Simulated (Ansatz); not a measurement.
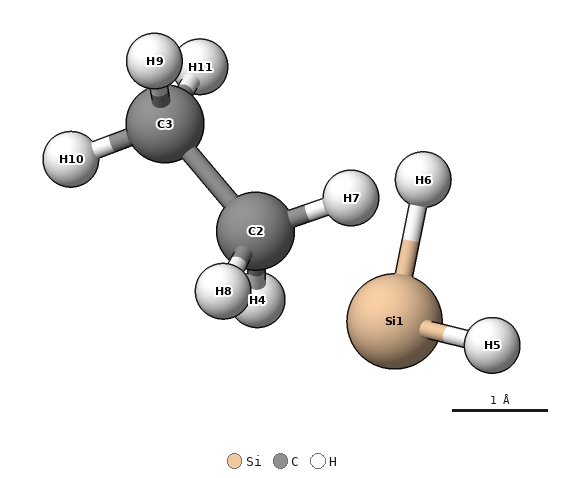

The structure as given in the input (ball-and-stick view, seen at a tilt; atoms are numbered from 1 in the order of the input).

Phonon calculation of C₂H₈Si

C₂H₈Si, computed with RKS PBE0-D4/def2-TZVP (Ansatz 0.2.0).

The geometry is the product side of a reaction. The reaction was set up to form C2–H4 and to break Si1–C2 and Si1–H4 (atoms counted from 1 in the order of the input); sticks are drawn by distance alone. The geometry comes from this level: PBE0-D4/def2-TZVP. Figures and captions count atoms from 1; the log counts them from 0 in places.

**Input**
```yaml
crystal:
  periodic: [false, false, false]
  atoms:
    - {symbol: Si, position_ang: [-1.731558, 1.452281, 0.641877]}
    - {symbol: C, position_ang: [0.420655, 0.139095, -0.522506]}
    - {symbol: C, position_ang: [0.490057, -1.345929, -0.243113]}
    - {symbol: H, position_ang: [-0.660622, 0.439357, -0.640549]}
    - {symbol: H, position_ang: [-0.725238, 2.594522, 0.678672]}
    - {symbol: H, position_ang: [-1.085396, 0.758425, 1.833724]}
    - {symbol: H, position_ang: [0.904052, 0.735264, 0.248748]}
    - {symbol: H, position_ang: [0.846089, 0.417461, -1.489080]}
    - {symbol: H, position_ang: [1.529706, -1.681137, -0.223902]}
    - {symbol: H, position_ang: [-0.032557, -1.923443, -1.007987]}
    - {symbol: H, position_ang: [0.044914, -1.585895, 0.724018]}
basis:
  gaussian: {orbitals: def2-TZVP}
hamiltonian: {xc: pbe0, dispersion: d4}
phonons: {temperatures: {t_min: 298.15, t_max: 900, t_step: 200}}
```

**What the program printed**
```
Functional definition: PBE0
  name "PBE0"
  cite "Adamo & Barone, J. Chem. Phys. 110, 6158 (1999) doi:10.1063/1.478522"
  cite "Perdew, Burke & Ernzerhof, Phys. Rev. Lett. 77, 3865 (1996) doi:10.1103/PhysRevLett.77.3865"
  parent pbe
  parameter a = 0.25
  parameter kappa = 0.804
  parameter beta = 0.06672455060314922
  exchange = (1 - a)*pbe_x(kappa = kappa, mu = beta*pi^2/3) + a*exact_x
  correlation = pbe_c(beta = beta)
980 factors; their error is unknown
mean field evaluation 1: about -10067.8900 eV, gradient 5.4e1 eV
mean field evaluation 2: about -10062.9947 eV, gradient 6.6e1 eV
mean field evaluation 4: about -10074.8164 eV, gradient 2.7e0 eV
mean field evaluation 8: about -10074.8344 eV, gradient 2.7e-2 eV
mean field evaluation 16: about -10074.8530 eV, gradient 6.9e-5 eV
mean field -10074.85302159 eV, -370.2440195627 hartree, gradient 1.5e-5 eV, S^2 0.000000; 0 other end points of the search recorded, 0 dependent functions left out
the calculation of the forces begins
reference -10074.85305263 eV, -370.2440207036 hartree; 17, 17 occupied and 130, 130 virtual orbitals, 980 factors
these checks for a lower state are left out or cut short: stability, starts, cluster_reference, orbital_swaps, neighbouring_geometries, increment
980 factors; their error is unknown
mean field -10074.85296536 eV, -370.2440174965 hartree, gradient 1.2e-6 eV, S^2 0.000000; 0 other end points of the search recorded, 0 dependent functions left out
[... from here on the field's lines of each further geometry are left out, up to the last ...]
the calculation of the forces begins
reference -10074.85296687 eV, -370.2440175518 hartree; 17, 17 occupied and 130, 130 virtual orbitals, 980 factors
these checks for a lower state are left out or cut short: stability, starts, cluster_reference, orbital_swaps, neighbouring_geometries, increment
980 factors; their error is unknown
mean field evaluation 480: about -10074.8529 eV, gradient 1.2e-6 eV
mean field -10074.85293713 eV, -370.2440164591 hartree, gradient 1.2e-6 eV, S^2 0.000000; 0 other end points of the search recorded, 0 dependent functions left out
the calculation of the forces begins
reference -10074.85296818 eV, -370.2440176001 hartree; 17, 17 occupied and 130, 130 virtual orbitals, 980 factors
Total energy: -10075.00354552 eV, -370.2495512152 hartree
Atom 0 at    -1.731558     1.452281     0.641877 Å, force     0.003001    -0.002036     0.002423 eV/Å
Atom 1 at     0.420655     0.139095    -0.522506 Å, force     0.002856     0.001732     0.002135 eV/Å
Atom 2 at     0.490057    -1.345929    -0.243113 Å, force    -0.003321     0.000785    -0.003210 eV/Å
Atom 3 at    -0.660622     0.439357    -0.640549 Å, force    -0.001032    -0.000232    -0.001086 eV/Å
Atom 4 at    -0.725238     2.594522     0.678672 Å, force    -0.000123    -0.000154    -0.001552 eV/Å
Atom 5 at    -1.085396     0.758425     1.833724 Å, force    -0.002610     0.000428     0.000047 eV/Å
Atom 6 at     0.904052     0.735264     0.248748 Å, force    -0.000149    -0.000125    -0.000555 eV/Å
Atom 7 at     0.846089     0.417461    -1.489080 Å, force     0.000050    -0.000635    -0.000244 eV/Å
Atom 8 at     1.529706    -1.681137    -0.223902 Å, force     0.000834     0.000251     0.000540 eV/Å
Atom 9 at    -0.032557    -1.923443    -1.007987 Å, force     0.000035    -0.000150     0.000990 eV/Å
Atom 10 at     0.044914    -1.585895     0.724018 Å, force     0.000460     0.000136     0.000511 eV/Å
Dipole moment:     0.301732    -0.192283    -0.122341 e Å
Vibrations: 80.77 109.31 165.81 199.79 418.54 529.94 562.84 803.10 848.78 990.88 1034.65 1178.05 1228.60 1344.65 1409.97 1464.81 1488.75 1494.37 1516.17 2050.07 2055.86 2646.98 3057.57 3095.13 3128.08 3134.92 3168.05 cm⁻¹, zero-point energy 2.430490 eV
```

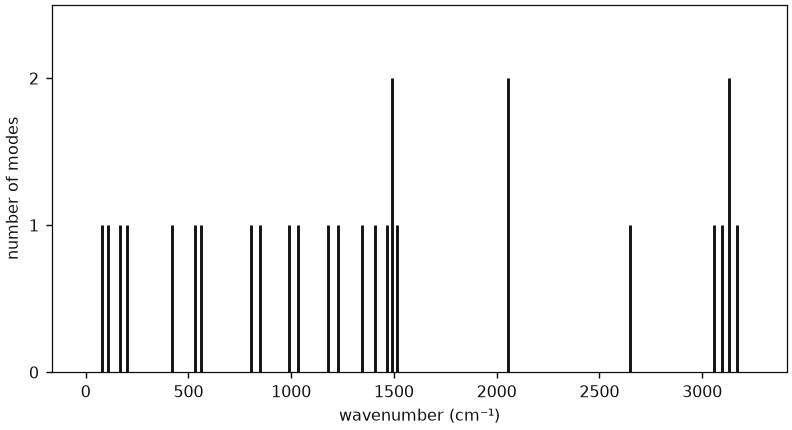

Harmonic vibrational wavenumbers from the force constants; neighbouring modes closer than 14 cm⁻¹ are counted in one stick. 27 modes from 81 to 3168 cm⁻¹, none imaginary.

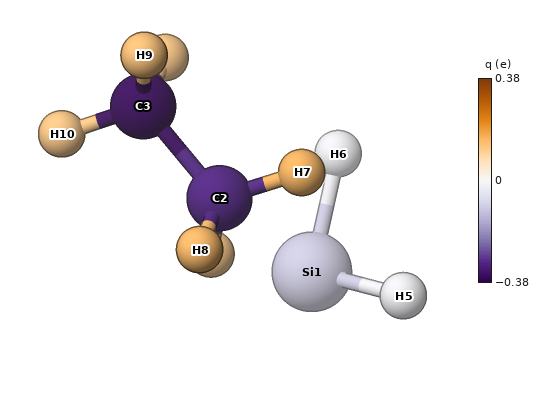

Mulliken charges, as the colour of each atom (ball-and-stick view, seen at a tilt; atoms are numbered from 1 in the order of the input). By element: Si −0.12, C −0.36 to −0.31 and H −0.02 to +0.16 e.

**Key numbers**

| quantity | value |
| --- | --- |
| outcome | converged |
| total energy | −10075.0035 eV |
| mean-field energy | −10074.8531 eV |
| dispersion energy | −0.1505 eV |
| largest force (length of the vector) | 0.005 eV/Å |
| dipole moment | 1.82 D |
| hardware | 2 CPU threads, shared host |
| wall time | 51 s (CPU time 96 s) |
| peak memory | 0.31 GiB |
